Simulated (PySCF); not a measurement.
Molecule (SMILES): [BH] (BH) (closed-shell singlet).
Geometry (B3LYP-D3(BJ)/def2-TZVP, fixed):
```xyz
2

B      0.0000     0.0000    -0.2055
H      0.0000     0.0000     1.0276
```

Basis-set convergence of the isotropic shielding of B1 at PBE with PySCF. GIAO, no density fitting; atoms are numbered in the order shown. All functions are spherical. Core-valence sets carry the plain set on hydrogen. No added dispersion term, no relativity. Reference: the value in pcSseg-3, -272.51 ppm, itself unsure by roughly 4.06 ppm (its mean distance from pcseg-4, cc-pCVQZ, cc-pV5Z). Deviations are taken from unrounded values.

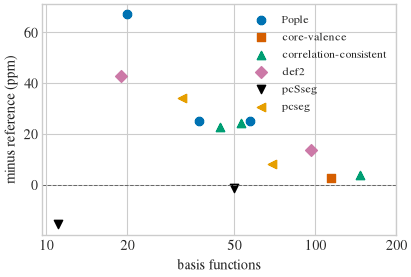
*Deviation from the reference against the number of basis functions, by family of sets.*

| basis | functions | isotropic shielding of B1 (ppm) | minus reference (ppm) |
|---|---|---|---|
| pcSseg-0 | 11 | -288.02 | -15.51 |
| def2-SVP | 19 | -229.87 | 42.63 |
| 6-31+G* | 20 | -205.48 | 67.03 |
| aug-pcseg-1 | 32 | -238.23 | 34.28 |
| 6-311++G(2d,2p) | 37 | -247.51 | 25.00 |
| cc-pVTZ | 44 | -249.86 | 22.64 |
| pcSseg-2 | 50 | -273.67 | -1.16 |
| jun-cc-pV(T+d)Z | 53 | -248.35 | 24.15 |
| 6-311++G(3df,3pd) | 57 | -247.43 | 25.08 |
| aug-pcseg-2 | 69 | -264.53 | 7.97 |
| def2-QZVPPD | 96 | -258.64 | 13.87 |
| cc-pCVQZ | 114 | -269.69 | 2.82 |
| cc-pV5Z | 146 | -268.80 | 3.70 |
